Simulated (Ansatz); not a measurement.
**WH3ClOF3: nudged elastic band (part 2 of 2)**

The same run, continued: WH3ClOF3, multiplicity 2; UKS PBE/def2-SVP (Ansatz 0.2.0). It belongs to a series of runs on one base structure; here: band between the two ends.

Geometry of the input (Å):
```
W  0.0075  -0.2542  0.5958
H  -0.3429  -1.7500  1.4887
F  1.8606  -0.0368  0.5143
Cl -0.3067  2.1430  0.6457
F  -1.8237  -0.4289  0.2332
F  0.3310  -1.7040  -0.5926
H  -0.0962  0.5915  -0.9838
O  -0.0539  0.1164  2.4827
H  -0.0901  1.0619  2.7631
```

**What the program printed, continued**
```
NEB iter  46: max|band force component| = 4.982e-2 eV/Å  barrier→ = 0.2982 eV  barrier← = 2.1600 eV  CI = image 1  Δτ_max = 0.0132 Å  (379 SCF iters)
the calculation of the forces begins
reference -24574.34676344 eV, -903.0905864659 hartree; 35, 34 occupied and 86, 87 virtual orbitals, 1263 factors
1263 factors; their error is unknown
mean field evaluation 5280: about -24570.6201 eV, gradient 3.6e0 eV
mean field -24572.18780476 eV, -903.0112461978 hartree, gradient 1.5e-5 eV, S^2 0.754903; 2 other end points of the search recorded, 0 dependent functions left out
the calculation of the forces begins
reference -24572.18787586 eV, -903.0112488107 hartree; 35, 34 occupied and 86, 87 virtual orbitals, 1263 factors
NEB iter  47: max|band force component| = 2.586e-2 eV/Å  barrier→ = 0.2983 eV  barrier← = 2.1601 eV  CI = image 1  Δτ_max = 0.0000 Å  (1294 SCF iters)
```

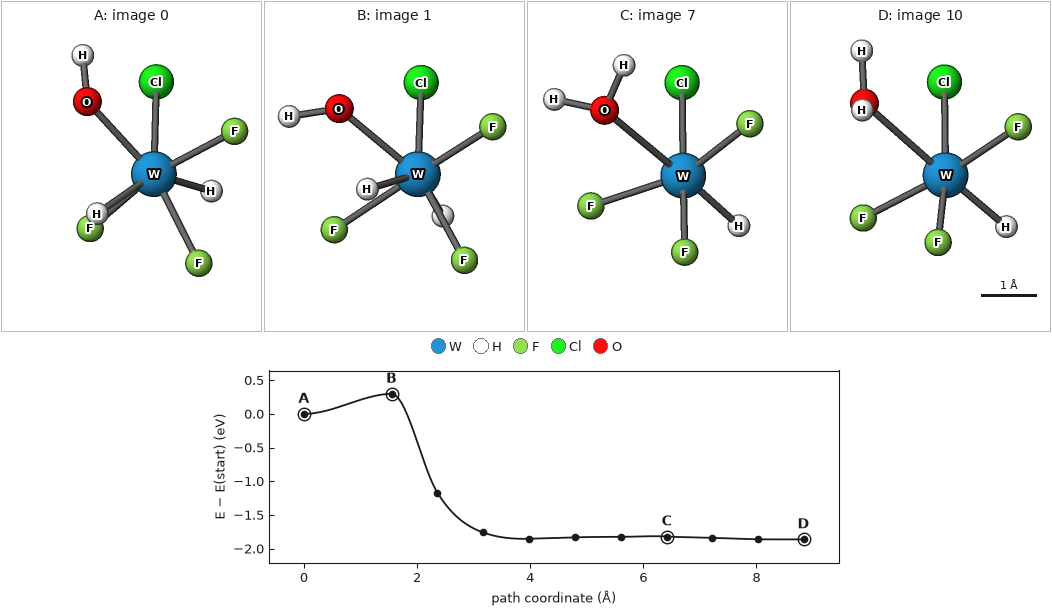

Figure 1. Images of the last band (counted from 0; ball-and-stick, seen at a tilt) above the energy along the path; the line is a cubic interpolation that uses the forces. The highest image is number 1, 0.298 eV above the start and 2.160 eV above the end (the climbing image); the end lies 1.862 eV below the start. The path is 8.83 Å long. The band converged in 47 iterations.

```
Total energy: -24572.18787586 eV, -903.0112488107 hartree
Atom 0 at     0.130356    -0.075728     0.423425 Å, force    -0.004379    -0.010769     0.028141 eV/Å
Atom 1 at     0.042162    -1.365577     1.746916 Å, force     0.001757    -0.005487    -0.017262 eV/Å
Atom 2 at     1.996862    -0.159611     0.437829 Å, force     0.001465     0.000929    -0.000965 eV/Å
Atom 3 at     0.251505     2.256443     0.374922 Å, force     0.002581    -0.002560    -0.000061 eV/Å
Atom 4 at    -1.732983    -0.387359     0.664497 Å, force    -0.000470    -0.001786    -0.000084 eV/Å
Atom 5 at     0.256893    -1.629930    -0.639728 Å, force     0.000086     0.001058     0.002029 eV/Å
Atom 6 at    -0.582475     0.409542    -1.053154 Å, force    -0.000785     0.003647    -0.001950 eV/Å
Atom 7 at     0.009694     0.268156     2.409852 Å, force    -0.001060     0.017575    -0.009553 eV/Å
Atom 8 at    -0.886416     0.422966     2.782540 Å, force     0.000805    -0.002606    -0.000295 eV/Å
Dipole moment:    -0.222194     0.044341     0.360848 e Å
this run last wrote the band of iteration 47 to [file]
```

**The last band as extended XYZ (Å, eV, eV/Å)**
```
9
Properties=species:S:1:pos:R:3:forces:R:3 image=0 energy=-24572.48608
W     0.0075   -0.2542    0.5958    0.0033  -0.0119   0.0148
H    -0.3429   -1.7500    1.4887   -0.0013   0.0071  -0.0050
F     1.8606   -0.0368    0.5143   -0.0049   0.0021   0.0053
Cl   -0.3067    2.1430    0.6457   -0.0005  -0.0011  -0.0059
F    -1.8237   -0.4289    0.2332    0.0014   0.0021  -0.0016
F     0.3310   -1.7040   -0.5926    0.0021   0.0001  -0.0025
H    -0.0962    0.5915   -0.9838   -0.0053   0.0035  -0.0002
O    -0.0539    0.1164    2.4827    0.0010   0.0038  -0.0024
H    -0.0901    1.0619    2.7631    0.0043  -0.0058  -0.0024
9
Properties=species:S:1:pos:R:3:forces:R:3 image=1 energy=-24572.18781
W     0.1304   -0.0757    0.4234   -0.0044  -0.0108   0.0281
H     0.0422   -1.3656    1.7469    0.0018  -0.0055  -0.0173
F     1.9969   -0.1596    0.4378    0.0015   0.0009  -0.0010
Cl    0.2515    2.2564    0.3749    0.0026  -0.0026  -0.0001
F    -1.7330   -0.3874    0.6645   -0.0005  -0.0018  -0.0001
F     0.2569   -1.6299   -0.6397    0.0001   0.0011   0.0020
H    -0.5825    0.4095   -1.0532   -0.0008   0.0036  -0.0019
O     0.0097    0.2682    2.4099   -0.0011   0.0176  -0.0096
H    -0.8864    0.4230    2.7825    0.0008  -0.0026  -0.0003
9
Properties=species:S:1:pos:R:3:forces:R:3 image=2 energy=-24573.65448
W     0.1519    0.0097    0.1864    0.0002   0.1760  -0.5419
H    -0.1075   -1.0419    2.2421   -0.3154   0.6976   1.0731
F     2.0095   -0.0971    0.4644   -0.0130  -0.0080  -0.1806
Cl    0.1465    2.3083    0.4862   -0.1152   0.0909   0.2051
F    -1.6842   -0.3604    0.5582    0.0575   0.1752  -0.0402
F     0.4307   -1.6776   -0.6294    0.1029  -0.1348  -0.0172
H    -0.4868    0.4099   -1.3049    0.0254   0.0306  -0.4949
O    -0.0375   -0.0588    2.4396    0.1084  -0.7031   0.0661
H    -0.9369    0.2467    2.7045    0.1492  -0.3245  -0.0695
9
Properties=species:S:1:pos:R:3:forces:R:3 image=3 energy=-24574.24559
W     0.0821    0.0674    0.0475   -0.0303   0.0380  -0.0621
H    -0.1743   -1.1586    2.6090   -0.0191  -0.0728   0.1701
F     1.9204   -0.0632    0.2473   -0.0327   0.0898  -0.0810
Cl    0.1600    2.3590    0.4688   -0.0674   0.0410   0.0248
F    -1.7294   -0.0813    0.4693   -0.0140   0.0866  -0.0720
F     0.1267   -1.8165   -0.3208   -0.0704  -0.0347   0.1373
H    -0.2375    0.3666   -1.5902    0.1384  -0.0106  -0.1446
O     0.0432   -0.2239    2.4241    0.0200  -0.1070  -0.0081
H    -0.7057    0.2893    2.7920    0.0756  -0.0303   0.0355
9
Properties=species:S:1:pos:R:3:forces:R:3 image=4 energy=-24574.33820
W     0.0123    0.1612    0.0533    0.0008  -0.0041   0.0012
H     0.1268   -1.2722    2.4643   -0.0123   0.0032   0.0046
F     1.8466    0.3265    0.2477    0.0019  -0.0046  -0.0019
Cl   -0.2438    2.4737    0.1645    0.0017  -0.0047   0.0131
F    -1.8111   -0.1012    0.3247    0.0075  -0.0113   0.0057
F     0.2030   -1.7550    0.1262    0.0096  -0.0025  -0.0177
H    -0.0715    0.2318   -1.6434   -0.0080   0.0030   0.0027
O     0.0811   -0.2944    2.4137   -0.0010   0.0037  -0.0007
H    -0.6578   -0.0317    2.9961   -0.0001   0.0173  -0.0070
9
Properties=species:S:1:pos:R:3:forces:R:3 image=5 energy=-24574.31618
W    -0.0429    0.1025    0.0111    0.0010   0.0011   0.0001
H     0.6444   -0.7917    2.7470   -0.0045  -0.0163  -0.0016
F     1.7720    0.3125    0.3119    0.0017   0.0042  -0.0025
Cl   -0.3613    2.4087   -0.0168   -0.0026   0.0000  -0.0006
F    -1.8279   -0.1970    0.4363    0.0021  -0.0027   0.0022
F     0.2024   -1.8034    0.0647    0.0039   0.0006   0.0020
H    -0.1174    0.1001   -1.6872   -0.0016  -0.0007   0.0003
O     0.0440   -0.0782    2.4532    0.0043   0.0007  -0.0005
H    -0.8278   -0.3146    2.8269   -0.0043   0.0130   0.0007
9
Properties=species:S:1:pos:R:3:forces:R:3 image=6 energy=-24574.31144
W    -0.0828    0.0844   -0.0004   -0.0027   0.0025   0.0034
H     0.7617   -0.1978    2.8363    0.0019  -0.0085   0.0015
F     1.7104    0.2866    0.4390    0.0000   0.0014   0.0012
Cl   -0.4147    2.3893   -0.0073    0.0009   0.0032  -0.0078
F    -1.8810   -0.2253    0.3199   -0.0023   0.0047  -0.0018
F     0.2065   -1.8155    0.0155   -0.0025   0.0019   0.0088
H    -0.0243    0.1154   -1.6988    0.0017  -0.0024   0.0004
O    -0.1268   -0.0800    2.4472   -0.0085   0.0192  -0.0045
H    -0.6634   -0.8182    2.7958    0.0114  -0.0220  -0.0012
9
Properties=species:S:1:pos:R:3:forces:R:3 image=7 energy=-24574.30511
W    -0.0290    0.0000   -0.0239    0.0048  -0.0067  -0.0008
H     0.6395    0.0214    2.9217   -0.0185   0.0259   0.0014
F     1.7268    0.3447    0.4630    0.0053  -0.0092  -0.0076
Cl   -0.5669    2.2712    0.1765    0.0018  -0.0084   0.0247
F    -1.7984   -0.4698    0.2679    0.0060  -0.0118   0.0026
F     0.4079   -1.8514   -0.2079    0.0039  -0.0059  -0.0250
H     0.0282    0.1809   -1.7124   -0.0053   0.0069  -0.0005
O    -0.0415   -0.4310    2.3879    0.0205  -0.0295   0.0000
H    -0.8810   -0.3270    2.8743   -0.0186   0.0386   0.0052
9
Properties=species:S:1:pos:R:3:forces:R:3 image=8 energy=-24574.32518
W     0.0168    0.0029   -0.0060    0.0009  -0.0001   0.0004
H     0.2251    0.4028    2.9079   -0.0174   0.0194  -0.0005
F     1.8146    0.2777    0.3319    0.0041  -0.0051  -0.0063
Cl   -0.4603    2.2533    0.4466    0.0061  -0.0008   0.0071
F    -1.7578   -0.4495    0.3168    0.0019   0.0010   0.0036
F     0.3931   -1.8461   -0.3097   -0.0019  -0.0011  -0.0016
H    -0.0394    0.2838   -1.6818   -0.0026  -0.0001   0.0009
O     0.0715   -0.4200    2.4015    0.0050   0.0012   0.0006
H    -0.7780   -0.7660    2.7399    0.0038  -0.0143  -0.0042
9
Properties=species:S:1:pos:R:3:forces:R:3 image=9 energy=-24574.34669
W     0.0370    0.0484    0.0211   -0.0006  -0.0005  -0.0004
H    -0.2883    0.4182    2.8908   -0.0050   0.0009  -0.0013
F     1.8640    0.3009    0.1909    0.0013   0.0001  -0.0021
Cl   -0.3817    2.2882    0.5720    0.0014   0.0001   0.0009
F    -1.7739   -0.3467    0.1976    0.0001   0.0022  -0.0013
F     0.3678   -1.8253   -0.1957   -0.0014  -0.0004   0.0025
H    -0.0460    0.3363   -1.6523   -0.0002  -0.0004   0.0003
O     0.0554   -0.3376    2.3731   -0.0017   0.0027   0.0024
H    -0.3488   -1.1435    2.7495    0.0060  -0.0047  -0.0010
9
Properties=species:S:1:pos:R:3:forces:R:3 image=10 energy=-24574.34791
W    -0.0708    0.0822    0.0263    0.0002  -0.0014  -0.0008
H    -0.1403    0.3082    2.9827    0.0011   0.0049   0.0054
F     1.7378    0.3056    0.4087   -0.0018  -0.0013   0.0011
Cl   -0.4893    2.3231    0.5569   -0.0010  -0.0041  -0.0006
F    -1.8854   -0.2760   -0.0939    0.0011   0.0034  -0.0004
F     0.2691   -1.7983   -0.1389    0.0009   0.0023  -0.0005
H     0.1329    0.4131   -1.6284   -0.0008  -0.0001   0.0011
O    -0.2572   -0.4143    2.3354    0.0051  -0.0134  -0.0022
H     0.1888   -1.2047    2.6983   -0.0047   0.0100  -0.0031
```

**Results in brief**

```tsv
quantity	value
outcome	converged
barrier, forward	0.298 eV
barrier, backward	2.160 eV
hardware	4 threads of Intel Xeon (Sapphire Rapids), 32 GiB of memory available, shared host
wall time	14 min (CPU time 52 min)
peak memory	0.35 GiB
```

**Notes**

The order of the saddle point was not checked.
